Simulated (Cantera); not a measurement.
A closed system holds: 1 mol SiCl₄, 0.98 mol HCl, 17 mol H₂, at 10000 Pa.

Cantera equilibrium calculation (NASA polynomials, part measured and part estimated; ideal gas, pure solids and liquids). Candidate condensed phases: Si; 19 gas species. The tables' values for SiCl₃, SiCl are old estimates; treat these amounts as uncertain. Kinetics and transport are ignored.

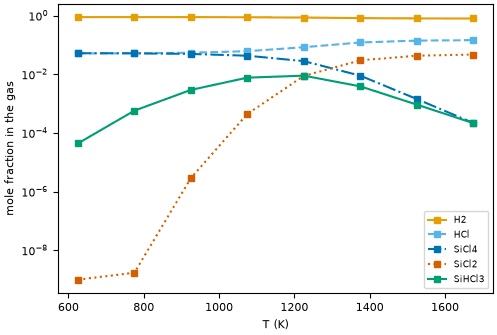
Figure: Equilibrium gas composition (values under 1e-9 drawn at 1e-9)

From 625 K to 1675 K nothing is condensed. The main Si-bearing gas is SiCl₄ at 625 K and SiCl₂ at 1675 K.
